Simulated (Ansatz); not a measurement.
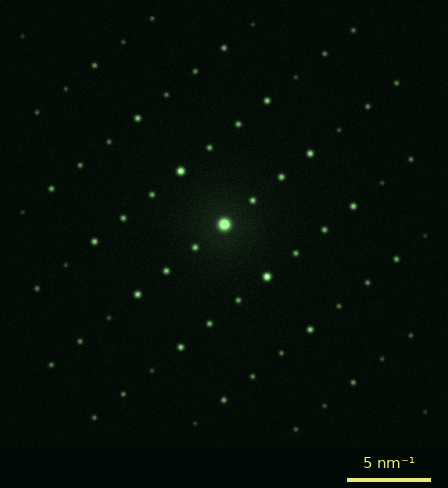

Computed electron diffraction pattern, 120 kV, single scattering only, B = 0.5 Å².

Phase: LiHfAu, space group I4mm (No. 107), a = 3.441 Å, c = 8.938 Å. Structure: the end point of a relaxation with DFT PBE, scalar-relativistic, plane waves, PAW (Ansatz 0.2.0); the starting structure was generated, so it need not be a known form of this composition.

### Which low-index zone axis gives this pattern?

The spots form a rectangular net whose two shortest vectors correspond to d = 4.47 Å and 2.43 Å, 90.0° apart. They index as 0 0 2 and 1 -1 0, so the zone axis is [110] (or an equivalent direction of <110>).

### Which reflections of this zone are missing, and why?

The lattice centring (I) removes all reflections that break h + k + l = 2n.

### List the strongest reflections.

Strongest reflections with d > 0.80 Å, one of each family (|F|² from tabulated Gaussian fits of the electron scattering factors, times a small damping for the curvature of the Ewald sphere):

| hkl | d (Å) | I (strongest = 100) |
| --- | --- | --- |
| 1 -1 0 | 2.433 | 100 |
| 0 0 6 | 1.490 | 38 |
| 1 -1 6 | 1.271 | 27 |
| 0 0 4 | 2.234 | 26 |
| 2 -2 0 | 1.217 | 25 |
| 0 0 2 | 4.469 | 22 |
